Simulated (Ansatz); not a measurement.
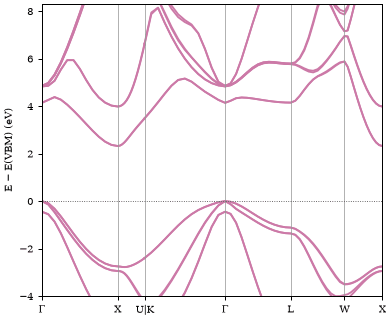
Figure: Band structure from PBEsol with spin–orbit coupling (plane waves, PAW; program Ansatz)

Q: Read off the gap and where the band edges lie.

A: About 2.3 eV (2.32 eV by a search for the band edges); maximum at Γ, minimum at X.

The material is BeSe (zinc blende, F-43m).

The cell was relaxed with PBEsol under the symmetry of its start.

Potentials: the later of the program's two PAW sets.
